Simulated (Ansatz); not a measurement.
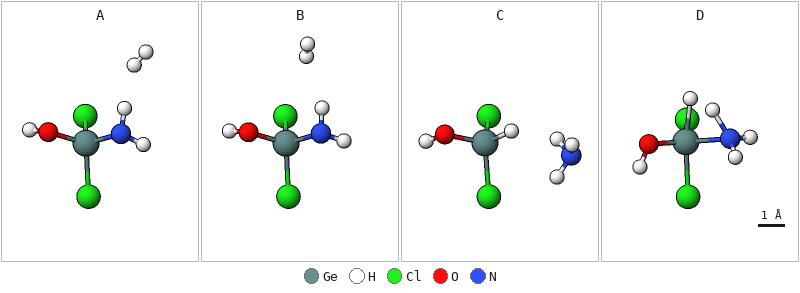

4 geometries from a converged minimum-energy path of GeNH₅OCl₂, made up at the start of GeH2OCl2 and NH3, shuffled. A ball-and-stick model, seen at a tilt.

Method: RKS PBE/def2-SVP (Ansatz). Run with 5 movable images; climbing image; force threshold 0.03 eV/Å; iteration limit 60; starting path through a guess of the saddle point.

Question: One of them is the converged climbing image. Which?

Answer: D. In order along the path, whose images run from 0 to 6: C (image 0, 0.0 kJ/mol), D (image 2, +153.7 kJ/mol), B (image 5, +11.8 kJ/mol), A (image 6, +11.0 kJ/mol). Breaking: Ge–H (1.53 → 4.33 Å), H–N (1.03 → 3.34 Å). Forming: Ge–N (3.61 → 1.82 Å), H–H (2.71 → 0.77 Å).

Limits of the set-up: the start holds two separate molecules, 2.7 Å apart at their closest, whose relative position is a soft coordinate and is computed without a dispersion correction.

Cost: 3 min on 4 threads of Arm Neoverse V2, with other jobs on the host, peak memory 0.19 GiB.
